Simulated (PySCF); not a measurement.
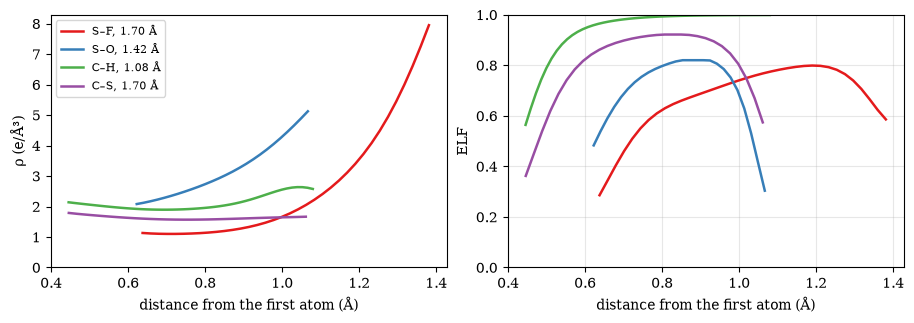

Figure 1: CHF₂O₄S₂ (SMILES O=S(=O)(F)[CH-]S(=O)(=O)F) (charge −1). Electron density and electron localisation function along straight lines between neighbouring atoms. The curves leave out the atomic cores.

Geometry: GFN2-xTB.

Level of theory: PBE0/pcSseg-1, SCF density, gas phase, non-relativistic in PySCF.

```xyz
10

O     1.0806    0.1188   -1.6283
S     1.2173   -0.2153   -0.2530
O     1.6346   -1.5414    0.0991
F     2.5934    0.6744    0.1974
C     0.1067    0.5293    0.8180
S    -1.3621    0.3398   -0.0122
O    -1.5348    1.1835   -1.1473
O    -2.4839    0.2528    0.8847
F    -1.2909   -1.2292   -0.6679
H     0.0479   -0.1080    1.6871
```

### What kind of bonding do the profiles show?

S–F (1.70 Å): ρ is about 1.2 e/Å³ halfway; the ELF peaks at about 0.80 between the atoms: a shared but strongly polarised pair.
S–O (1.42 Å): ρ is about 2.3 e/Å³ halfway; the ELF peaks at about 0.80 between the atoms; a short, strongly polar bond.
C–H (1.08 Å): ρ at the midpoint is about 2 e/Å³; the ELF climbs to about 1 towards the hydrogen, as it does in any bond to H (a covalent bond by its length).
C–S (1.70 Å): ρ at the midpoint is about 1.6 e/Å³; the ELF peaks at about 0.90 between the atoms; a covalent bond.
